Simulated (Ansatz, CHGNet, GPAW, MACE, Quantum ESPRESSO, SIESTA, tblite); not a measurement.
**Quantum ESPRESSO on random packing of 64AlN-36Al2O3 (mol %) (86 atoms): settings compared**

How far do other settings of Quantum ESPRESSO move the forces in random packing of 64AlN-36Al2O3 (mol %) (86 atoms)? One run of the same program serves as the yardstick.

Calculated with Quantum ESPRESSO 7.5; the method is named at each step.

## Step 1: The structure

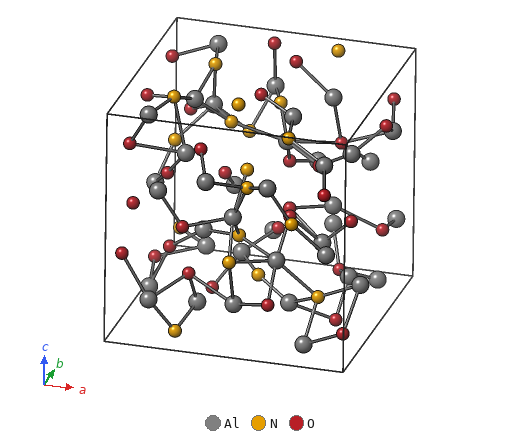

The cell as given, slightly off an axis (aluminium grey, nitrogen orange, oxygen red). Bonds to atoms that aren't drawn are left out. Some periodic images of atoms are drawn too.

The cell holds 86 atoms: 38 Al, 18 N and 30 O. Its edges and angles: a = 9.738 Å, b = 9.738 Å, c = 9.738 Å, α = 90.0°, β = 90.0°, γ = 90.0°. 86 atoms (38 Al, 18 N, 30 O) packed at random in a cube at 3.16 g/cm³ and pushed apart as soft spheres, cations and anions kept from their own kind; a start for melting by ab initio MD, not an equilibrated structure. Then every atom was moved at random, 0.03 Å r.m.s. a Cartesian component.

The yardstick, on the same geometry:

```
method                 : Kohn-Sham DFT, PBE, SSSP efficiency 1.3.0 pseudopotentials, plane waves (Quantum ESPRESSO 7.5); sssp-pbe-1.3.0-efficiency, cutoffs 60/480 Ry, Γ point
r.m.s. force component : 1.792 eV/Å
longest force          : 6.267 eV/Å
pressure               : 4.931 GPa
time                   : 6.1 min on 4 MPI ranks of Arm Neoverse V2, shared host
CPU time               : 25 min
```

## Step 2: PBE, sssp-1.3.0-efficiency, 35/280 Ry

Method: Kohn-Sham DFT, PBE, SSSP efficiency 1.3.0 pseudopotentials, plane waves.

The input, pw.in:

```
&control
  calculation = 'scf'
  pseudo_dir = './pseudo'
  outdir = './tmp'
  disk_io = 'none'
  tprnfor = .true.
  tstress = .true.
/
&system
  ibrav = 0
  nat = 86
  ntyp = 3
  ecutwfc = 35
  ecutrho = 280
  nosym = .true.
  occupations = 'smearing'
  smearing = 'fd'
  degauss = 0.003675
/
&electrons
  conv_thr = 4.3e-07
  electron_maxstep = 100
  mixing_beta = 0.4
  mixing_mode = 'plain'
  diagonalization = 'david'
/
ATOMIC_SPECIES
Al 26.982 Al.upf
N 14.007 N.upf
O 15.999 O.upf
CELL_PARAMETERS angstrom
9.73820 0.00000 0.00000
0.00000 9.73820 0.00000
0.00000 0.00000 9.73820
ATOMIC_POSITIONS crystal
Al 0.99042 0.26924 0.26938
Al 0.04580 0.55505 0.47139
Al 0.89497 0.45027 0.75529
Al 0.84845 0.88902 0.52915
Al 0.56824 0.64796 0.68329
Al 0.46912 0.21586 0.51804
Al 0.04941 0.47437 0.04809
Al 0.28755 0.86801 0.35938
Al 0.23218 0.34453 0.71381
Al 0.28135 0.44774 0.34138
Al 0.74982 0.69687 0.40443
Al 0.84914 0.59120 0.15046
Al 0.73754 0.72334 0.86618
Al 0.69728 0.88492 0.23814
Al 0.20141 0.76778 0.12343
Al 0.66509 0.36978 0.10427
Al 0.85157 0.20407 0.80259
Al 0.21246 0.53491 0.86833
Al 0.64684 0.23741 0.34344
Al 0.43963 0.91189 0.16280
Al 0.12143 0.18333 0.93603
Al 0.19138 0.94111 0.93515
Al 0.41611 0.99856 0.75799
Al 0.66639 0.02532 0.75230
Al 0.22193 0.78037 0.74200
Al 0.64065 0.47684 0.87329
Al 0.89116 0.86639 0.02621
Al 0.60899 0.95763 0.47177
Al 0.49063 0.16805 0.15962
Al 0.88631 0.12590 0.44628
Al 0.17620 0.02439 0.19856
Al 0.97162 0.77844 0.72787
Al 0.79163 0.14605 0.03269
Al 0.19607 0.07404 0.65895
Al 0.77477 0.45927 0.34504
Al 0.29709 0.31379 0.08254
Al 0.93852 0.96144 0.25936
Al 0.39498 0.60826 0.19022
N 0.17268 0.36933 0.94295
N 0.45643 0.35573 0.37789
N 0.67774 0.28724 0.86311
N 0.49473 0.08074 0.38055
N 0.23455 0.75110 0.93326
N 0.34064 0.89231 0.59348
N 0.26782 0.09626 0.04230
N 0.81108 0.27878 0.18764
N 0.75653 0.07001 0.58845
N 0.33865 0.63134 0.74455
N 0.05492 0.89164 0.13076
N 0.54340 0.16019 0.68084
N 0.50833 0.46130 0.16718
N 0.47600 0.39218 0.65361
N 0.49072 0.81632 0.77101
N 0.45639 0.32216 0.96740
N 0.09162 0.67469 0.61341
N 0.68552 0.96779 0.96157
[... 26 atom lines left out ...]
O 0.96645 0.10682 0.12000
O 0.75859 0.77596 0.64751
O 0.05060 0.21899 0.52318
O 0.48620 0.54872 0.91941
K_POINTS gamma
```

Launch:

```
$ OMP_NUM_THREADS=1 mpirun -np 2 pw.x -in pw.in > output.txt
```

What it wrote:

```text
Program PWSCF
     gamma-point specific algorithms are used
     Parallelization info
     sticks:   dense  smooth     PW     G-vecs:    dense   smooth      PW
     Min        3762    1879    474               246281    86987   10938
     Max        3763    1882    475               246286    86994   10941
     Sum        7525    3761    949               492567   173981   21879
     bravais-lattice index     =            0
     lattice parameter (alat)  =      18.4025  a.u.
     unit-cell volume          =    6232.0750 (a.u.)^3
     number of atoms/cell      =           86
     number of atomic types    =            3
     number of electrons       =       384.00
     number of Kohn-Sham states=          230
     kinetic-energy cutoff     =      35.0000  Ry
     charge density cutoff     =     280.0000  Ry
     scf convergence threshold =      4.3E-07
     mixing beta               =       0.4000
     number of iterations used =            8  plain     mixing
     Exchange-correlation= SLA  PW   PBX  PBC
                           (   1   4   3   4   0   0   0)
     crystal axes: (cart. coord. in units of alat)
               a(1) = (   1.000000   0.000000   0.000000 )
               a(2) = (   0.000000   1.000000   0.000000 )
               a(3) = (   0.000000   0.000000   1.000000 )
     reciprocal axes: (cart. coord. in units 2 pi/alat)
               b(1) = (  1.000000  0.000000  0.000000 )
               b(2) = (  0.000000  1.000000  0.000000 )
               b(3) = (  0.000000  0.000000  1.000000 )
     PseudoPot. # 1 for Al:
     Pseudo is Projector augmented-wave + core cor, Zval =  3.0
     PseudoPot. # 2 for N :
     Pseudo is Ultrasoft + core correction, Zval =  5.0
     PseudoPot. # 3 for O :
     Pseudo is Projector augmented-wave + core cor, Zval =  6.0
     atomic species   valence    mass     pseudopotential
     Al                3.00    26.98200     Al( 1.00)
     N                 5.00    14.00700     N ( 1.00)
     O                 6.00    15.99900     O ( 1.00)
     No symmetry found
   Cartesian axes
     number of k points=     1  Fermi-Dirac smearing, width (Ry)=  0.0037
                       cart. coord. in units 2pi/alat
        k(    1) = (   0.0000000   0.0000000   0.0000000), wk =   2.0000000
     Dense  grid:   246284 G-vectors     FFT dimensions: ( 100, 100, 100)
     Smooth grid:    86991 G-vectors     FFT dimensions: (  72,  72,  72)
     Check: negative core charge=   -0.000002
     Initial potential from superposition of free atoms
     starting charge     383.9128, renormalised to     384.0000
     Starting wfcs are  344 randomized atomic wfcs
     Self-consistent Calculation
     iteration #  1     ecut=    35.00 Ry     beta= 0.40
     total energy              =   -3101.82947609 Ry
     estimated scf accuracy    <      27.51599533 Ry
     iteration #  2     ecut=    35.00 Ry     beta= 0.40
     total energy              =   -3098.48263526 Ry
     estimated scf accuracy    <     103.74456710 Ry
     iteration #  3     ecut=    35.00 Ry     beta= 0.40
     total energy              =   -3107.50178902 Ry
     estimated scf accuracy    <      53.36412545 Ry
     iteration #  4     ecut=    35.00 Ry     beta= 0.40
     total energy              =   -3110.80521170 Ry
     estimated scf accuracy    <      10.26214864 Ry
     iteration #  5     ecut=    35.00 Ry     beta= 0.40
     total energy              =   -3111.27444886 Ry
     estimated scf accuracy    <       7.30907882 Ry
     iteration #  6     ecut=    35.00 Ry     beta= 0.40
     total energy              =   -3111.61992303 Ry
     estimated scf accuracy    <       2.13196494 Ry
[...]
c_bands:  1 eigenvalues not converged
[...]
total energy              =   -3111.72007114 Ry
[...]
iteration # 43     ecut=    35.00 Ry     beta= 0.40
     total energy              =   -3111.72007111 Ry
     estimated scf accuracy    <       0.00000130 Ry
     iteration # 44     ecut=    35.00 Ry     beta= 0.40
     total energy              =   -3111.72007115 Ry
     estimated scf accuracy    <       0.00000066 Ry
     iteration # 45     ecut=    35.00 Ry     beta= 0.40
     End of self-consistent calculation
          k = 0.0000 0.0000 0.0000 ( 10940 PWs)   bands (ev):
   -12.5698 -12.3873 -12.2013 -12.0692 -12.0308 -11.9866 -11.8683 -11.8172
   -11.2059 -11.1774 -11.1291 -11.0673 -10.9597 -10.8933 -10.8809 -10.8260
   -10.5376 -10.4582 -10.4058 -10.0816  -9.9927  -9.9693  -9.8467  -9.7732
    -9.6942  -9.3072  -8.9462  -8.8864  -8.8122  -8.7497  -8.4108  -7.8561
    -7.5329  -7.4521  -7.2292  -7.0087  -6.8563  -6.8010  -6.5231  -6.4452
    -6.0160  -5.9059  -5.6929  -5.5029  -5.3919  -5.1830  -5.0199  -4.2742
[...]
8.3971   8.4722   8.5424   8.6044   8.7123   8.7553   8.8571   8.9097
     8.9800   9.1659   9.3307   9.4695   9.5112   9.6426   9.7053   9.8523
    10.0111  10.0842  10.1949  10.2738  10.4286  10.5526  10.6993  10.8038
    10.8718  11.0195  11.1088  11.2401  11.3424  11.3793
     the Fermi energy is     7.8451 ev
!    total energy              =   -3111.72007106 Ry
     estimated scf accuracy    <       0.00000016 Ry
     smearing contrib. (-TS)   =      -0.02152632 Ry
     internal energy E=F+TS    =   -3111.69854474 Ry
     The total energy is F=E-TS. E is the sum of the following terms:
     one-electron contribution =    -361.35961804 Ry
     hartree contribution      =     436.17212961 Ry
     xc contribution           =    -419.17775076 Ry
     ewald contribution        =   -1163.77554390 Ry
     one-center paw contrib.   =   -1603.55776165 Ry
     convergence has been achieved in  45 iterations
     Forces acting on atoms (cartesian axes, Ry/au):
     atom    1 type  1   force =     0.00540367    0.01231605   -0.00870510
     atom    2 type  1   force =     0.01237568   -0.03955826    0.06382175
     atom    3 type  1   force =    -0.00855524    0.07484367   -0.07461513
     atom    4 type  1   force =     0.04673337    0.04406442    0.04813440
     atom    5 type  1   force =    -0.09448995   -0.00661841   -0.11947254
     atom    6 type  1   force =    -0.10067505    0.04507995    0.05632697
[...]
atom   84 type  3   force =     0.11289312    0.02747607    0.05722785
     atom   85 type  3   force =    -0.05303713   -0.06164059   -0.04781254
     atom   86 type  3   force =     0.05487018   -0.00090898   -0.03755283
     Total force =     1.119293     Total SCF correction =     0.001054
     Computing stress (Cartesian axis) and pressure
          total   stress  (Ry/bohr**3)                   (kbar)     P=      -30.11
  -0.00032888  -0.00010918  -0.00008168          -48.38      -16.06      -12.01
  -0.00010918   0.00002258  -0.00007394          -16.06        3.32      -10.88
  -0.00008168  -0.00007394  -0.00030776          -12.01      -10.88      -45.27
     Message from routine punch:
     Nothing written, as per user request (disk_io='none')
```

Wall time 6.9 min (2 MPI ranks of Arm Neoverse V2, shared host); peak memory 1.5 GiB; 14 min of CPU time.

Banners, paths, timers and routine set-up lines are dropped from the logs unmarked, and long logs keep their key lines alone; longer cuts are marked.

Against the reference:

```yaml
r_m_s_force_component: 1.792 eV/Å
r_m_s_difference_of_force_components: 7.779 meV/Å
longest_difference_of_force_vectors: 28.39 meV/Å
force_difference_over_r_m_s_force: 0.434 %
slope_of_forces_against_the_reference_s: 0.9996
correlation_of_force_components: 1
pressure: -3.011 GPa
pressure_difference: -7.942 GPa
energy_less_the_same_level_run_s: 78.6 meV/atom
r_m_s_force_difference_from_the_same_level_run: 7.778 meV/Å
```

This is a coarse setting, run to see what it loses.

Length of the force difference by element (eV/Å):

```csv
element,atoms,mean,most
Al,38,0.0087,0.017
N,18,0.011,0.019
O,30,0.016,0.028
```

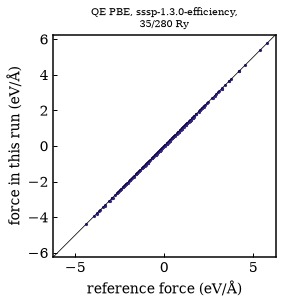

Force components against those of the reference; the line marks equality.

A closer look about Al1, picked at random: 13 atoms, nearest first, numbered in the order of the input, with positions taken from that point.

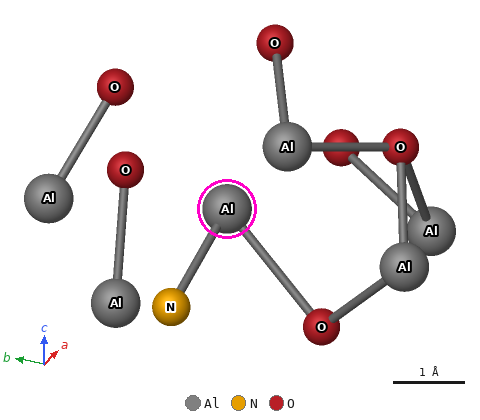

The atoms of the table, within 3.1 Å (arrows a, b, c point along x, y, z); some may hide others; the central atom is ringed.

```csv
atom,x,y,z,distance (Å),Fx,Fy,Fz (eV/Å)
Al1,0.00,0.00,0.00,0.00,0.14,0.32,-0.22
N46,-1.75,0.09,-0.80,1.92,-1.54,1.59,2.25
O83,-0.23,-1.58,-1.45,2.16,0.45,2.47,-0.49
Al30,-1.01,-1.40,1.72,2.44,1.62,1.70,4.22
O79,-0.80,1.39,2.02,2.58,0.58,3.08,-2.94
O85,0.59,-0.49,2.47,2.59,-1.36,-1.58,-1.23
O81,1.33,2.18,-0.41,2.59,0.43,-3.66,3.75
O76,0.71,-2.40,1.14,2.75,0.18,-1.17,-2.54
Al35,-2.10,1.85,0.74,2.89,-1.75,-1.43,4.53
O69,2.89,-0.50,-0.22,2.94,-0.21,2.13,-0.47
Al7,0.57,2.00,-2.15,2.99,-0.43,1.40,0.48
Al37,-0.51,-3.00,-0.10,3.04,1.55,-1.20,1.42
Al31,1.81,-2.38,-0.69,3.07,0.07,3.03,0.80
```

Forces lie 0.43 % from the reference's, at 0.56 times its CPU time (on 2 against 4 cores).

Within one program, basis, potentials and functional, energies share a zero. Each run against its twin at the usual cutoff or grid and solver:

```csv
run,twin,Δ energy (meV/atom),"Δ force, r.m.s. (meV/Å)",CPU time over the twin's
"QE PBE, sssp-1.3.0-efficiency, 35/280 Ry","sssp-1.3.0-efficiency, 60/480 Ry",78.6,7.78,0.56 (this twin ran on 4 cores)
```

## Step 3: What came out

```yaml
force_difference_from_the_reference: QE PBE, sssp-1.3.0-efficiency, 35/280 Ry (coarse), 0.43 %
its_cpu_time: 14 min
```

Runs with settings chosen to be coarse differ by 0.43 % (QE PBE, sssp-1.3.0-efficiency, 35/280 Ry). In pressure, QE PBE, sssp-1.3.0-efficiency, 35/280 Ry misses by -7.9 GPa, at the same functional; a cutoff this low leaves a large Pulay stress. The reference's pressure holds the uncorrected Pulay stress of its 60 Ry basis, so small pressure differences, and their order, may be the reference's own error. The reference's stress is far from hydrostatic: its diagonal is 3.1, 8.3, 3.4 GPa, compression counted positive. The reference's pressure of 4.9 GPa belongs to a cell and atoms that aren't relaxed at this level. The electronic-structure runs sample only Γ, in a cell whose shortest periodic width is 10 Å, which is coarse for a cell with partly filled levels.

[Also dropped from logs without a mark: logging warnings of Python, and SIESTA's first energy breakdown and zero terms.]

[Logs are printed without paths, hosts, clocks, repeated set-up lines and the standing remarks that a program may print on its own settings, such as how far it seeks lower states.]

[Hosts, paths, dates, database ids (printed as entryN), source tags and the programs' standing remarks are cut or masked in the printed files.]
